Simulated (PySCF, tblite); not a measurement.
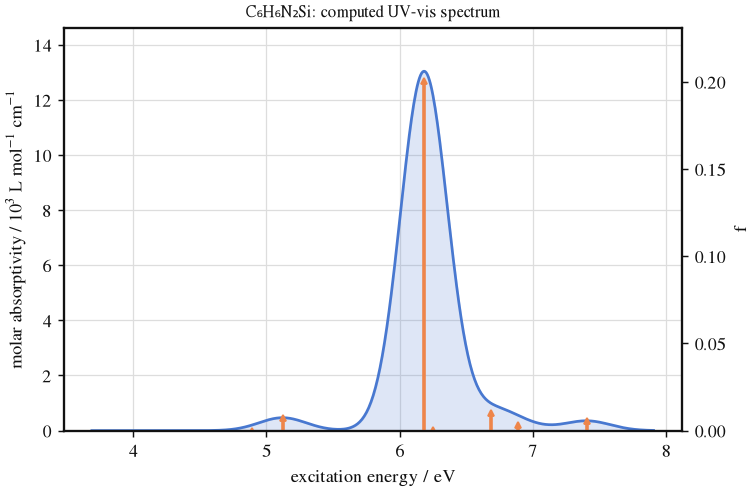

Computed absorption of C₆H₆N₂Si, SMILES C[C@@H](C#N)[SiH2]C#CC#N. Vertical TDDFT excitations, PBE0/def2-SVPD in PySCF, at a GFN2-xTB geometry (a minimum by its frequencies), gas phase. The lowest 8 singlet states are shown; each is broadened by a Gaussian of 1/e half-width 0.25 eV. Sticks give oscillator strengths (right axis). States within 0.01 eV of each other are merged, with their strengths summed. The highest state may be half of a pair whose partner wasn't computed.

> Which of the computed transitions is the brightest, and what character does the calculation give it?

S4 at 6.18 eV (201 nm), f = 0.201, mainly HOMO−2 → LUMO (53 %).

> Where is the lowest singlet, and is it bright?

S1 lies at 4.89 eV (253 nm) with f = 0.000, mainly HOMO−1 → LUMO (57 %); it is dark or nearly so.

> Where is the maximum of the broadened curve, and how high is it?

At about 6.2 eV (201 nm), with ε near 13000 L mol⁻¹ cm⁻¹.

Note: the tight-binding geometry is rougher than a DFT one and adds to the error; one conformer of a flexible molecule; core orbitals are frozen in the response.
